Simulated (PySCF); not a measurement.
# CH5GaO2 (SMILES [CH3][Ga]([OH])[OH]): levels of theory compared

Aim: a comparison of 5 runs (HF/def2-TZVP, B3LYP/6-31G*, B2PLYP/pcseg-1, MP2/pcseg-1, CCSD(T)/6-31G**) of CH5GaO2. The job is set up through a Python script.

Program for the calculation: PySCF 2.14.0.

**1. The molecule**

CH5GaO2: 9 atoms, total charge 0, spin state singlet. SMILES: `[CH3][Ga]([OH])[OH]`. The coordinates come from a PBE0-D4/def2-TZVP relaxation. This is one conformer, not always the lowest.

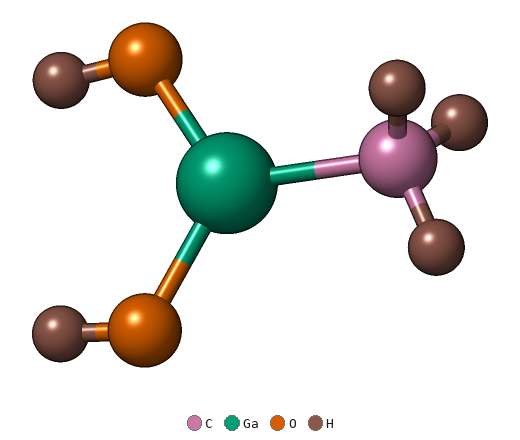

The structure, seen from a chosen angle (carbon pink, gallium teal, oxygen orange, hydrogen brown).

**2. Energy and gradient at HF/def2-TZVP (run 1)**

job.py reads:

```python
# [CH3][Ga]([OH])[OH]
from pyscf import gto, scf

molecule = gto.M(
    atom='''
C      0.139500     0.740600    -1.385600
Ga    -0.022300    -0.180400     0.314900
O      0.237900    -1.947500     0.443200
O     -0.435700     0.706800     1.814800
H      0.259800     0.024500    -2.197900
H      1.005300     1.404900    -1.368100
H     -0.746600     1.349900    -1.568800
H      0.141200    -2.314500     1.323600
H     -0.490700     0.169600     2.607000
''',
    basis='def2-tzvp',
    verbose=4,
    max_memory=1860,
    spin=0,
)

hf = scf.RHF(molecule)
hf.conv_tol = 1e-10
hf.kernel()
if not hf.converged:
    hf = hf.newton().run(hf.mo_coeff, hf.mo_occ)

e_final = hf.e_tot
print('Final energy', e_final)
grad = hf.nuc_grad_method().kernel()
hf.analyze()
```

Started as:

```bash
$ OMP_NUM_THREADS=1 python job.py
```

Standard output:

```text
PySCF version 2.14.0

[... 89 lines left out ...]
MO #3   energy= -42.4871869803852  occ= 2
[... 20 lines left out ...]
MO #24  energy= -0.5561524651552   occ= 2
[... 20 lines left out ...]
MO #45  energy= 0.409796499848919  occ= 0
[... 20 lines left out ...]
MO #66  energy= 1.00934115396141   occ= 0
[... 20 lines left out ...]
MO #87  energy= 1.86150311913985   occ= 0
[... 20 lines left out ...]
MO #108 energy= 2.68099012922346   occ= 0
[... 20 lines left out ...]
MO #129 energy= 3.67037150688523   occ= 0
[... 20 lines left out ...]
MO #150 energy= 5.69090669735555   occ= 0
[... 20 lines left out ...]
MO #171 energy= 45.1065408493666   occ= 0
[... 183 lines left out ...]
Dipole moment(X, Y, Z, Debye): -0.04939, -0.33394,  0.63355
```

Wall time 71 s (1 thread of Intel Xeon at 2.70GHz, shared host); peak memory 0.93 GiB.

**3. Energy and forces at B3LYP/6-31G(d) (Cartesian functions) (run 2)**

mol.xyz reads:

```xyz
9

C      0.139500     0.740600    -1.385600
Ga    -0.022300    -0.180400     0.314900
O      0.237900    -1.947500     0.443200
O     -0.435700     0.706800     1.814800
H      0.259800     0.024500    -2.197900
H      1.005300     1.404900    -1.368100
H     -0.746600     1.349900    -1.568800
H      0.141200    -2.314500     1.323600
H     -0.490700     0.169600     2.607000
```

job.py reads:

```python
import pyscf.grad
from pyscf import gto, dft

system = gto.Mole()
system.atom = 'mol.xyz'
system.charge = 0
system.basis = '6-31g*'
system.cart = True
system.verbose = 4
system.spin = 0
system.max_memory = 1860
system.build()

mf = dft.RKS(system, xc='b3lyp')
mf.conv_tol = 1e-10
mf.grids.level = 5
mf.kernel()
if not mf.converged:
    mf = mf.newton().run(mf.mo_coeff, mf.mo_occ)

etot = mf.e_tot
print(f'total energy: {etot:.8f} hartree')
grad = mf.Gradients().kernel()
dip = mf.dip_moment()
pop, q = mf.mulliken_pop()
```

Started as:

```bash
$ OMP_NUM_THREADS=1 python job.py
```

Standard output:

```text
PySCF version 2.14.0

[... 80 lines left out ...]
converged SCF energy = -2116.24208825254
total energy: -2116.24208825 hartree
[... 12 lines left out ...]
Dipole moment(X, Y, Z, Debye): -0.05380, -0.37284,  0.71525
[... 100 lines left out ...]
charge of    8H =      0.40223
```

It took 46 s on 1 thread of Intel Xeon at 2.70GHz, shared host; peak memory 0.88 GiB.

Runs 3 to 4 aren't shown in full; the table further down has their settings and results.

**4. The energy at CCSD(T)/6-31G(d,p) (spherical functions) (run 5)**

input.py reads:

```python
# [CH3][Ga]([OH])[OH]
from pyscf import gto, cc

mol = gto.M(
    atom=[
    ('C', (0.139500, 0.740600, -1.385600)),
    ('Ga', (-0.022300, -0.180400, 0.314900)),
    ('O', (0.237900, -1.947500, 0.443200)),
    ('O', (-0.435700, 0.706800, 1.814800)),
    ('H', (0.259800, 0.024500, -2.197900)),
    ('H', (1.005300, 1.404900, -1.368100)),
    ('H', (-0.746600, 1.349900, -1.568800)),
    ('H', (0.141200, -2.314500, 1.323600)),
    ('H', (-0.490700, 0.169600, 2.607000)),
],
    verbose=3,
    charge=0,
    basis='6-31g**',
    spin=0,
    max_memory=1860,
)

calc0 = mol.RHF()
calc0.conv_tol = 1e-10
calc0.kernel()
if not calc0.converged:
    calc0 = calc0.newton().run(calc0.mo_coeff, calc0.mo_occ)

mycc = cc.CCSD(calc0, frozen=12)
mycc.kernel()
e_t = mycc.ccsd_t()
e_tot = mycc.e_tot + e_t
print('E(%s) = %.9f' % ('CCSD(T)', e_tot))
dip = calc0.dip_moment()
pop, q = calc0.mulliken_pop()
```

Started as:

```bash
$ OMP_NUM_THREADS=1 python input.py
```

Standard output:

```text
converged SCF energy = -2113.53486517905
[... 3 lines left out ...]
Dipole moment(X, Y, Z, Debye): -0.05719, -0.38504,  0.73481
[... 109 lines left out ...]
charge of    8H =      0.33963
```

Run time: 54 s. Hardware: 1 thread of Intel Xeon at 2.70GHz, shared host; peak memory 0.66 GiB.

**5. The series**

| run | level | Cartesian functions | integration grid | energy (Eh) | dipole moment (D) of the reference | HOMO energy (eV) | LUMO energy (eV) | wall time |
| --- | --- | --- | --- | --- | --- | --- | --- | --- |
| 1 | HF/def2-TZVP | no | – | -2113.906347 | 0.72 | -12.03 | 2.62 | 71 s |
| 2 | B3LYP/6-31G* (Cartesian functions) | yes | 5 | -2116.242088 | 0.81 | -7.87 | -0.48 | 46 s |
| 3 | B2PLYP/pcseg-1 | no | 5 | -2115.621845 | 0.70 | -10.15 | 0.92 | 25 s |
| 4 | MP2/pcseg-1 | no | – | -2114.118239 | 0.74 | -12.18 | 2.82 | 25 s |
| 5 | CCSD(T)/6-31G** (spherical functions) | no | – | -2114.324611 | 0.83 | -12.00 | 2.65 | 54 s |

**6. Summary of results**

```
                                           quantity           value
                                run 5: total energy  -2114.32461 Eh
        run 5: dipole moment (Hartree–Fock density)          0.83 D
         run 5: HOMO energy (Hartree–Fock orbitals)       -12.00 eV
         run 5: LUMO energy (Hartree–Fock orbitals)         2.65 eV
       run 5: HOMO–LUMO gap (Hartree–Fock orbitals)        14.64 eV
run 5: correlation energy (12 core orbitals frozen)      -789.7 mEh
                              run 5: (T) correction      -17.21 mEh
                               run 5: T1 diagnostic           0.014
```

What this shows: Over runs 1, 2, 3 the dipole moment (its size) runs from 0.70 D (B2PLYP/pcseg-1) to 0.81 D (B3LYP/6-31G*). The two ends differ in method and basis. A double hybrid's value is that of its SCF part. Over runs 1, 2, 3 the HOMO–LUMO gap runs from 7.38 eV (B3LYP/6-31G*) to 14.66 eV (HF/def2-TZVP). Totals of different functionals can't be ranked against each other. All runs together took 3.7 min, the longest 71 s.
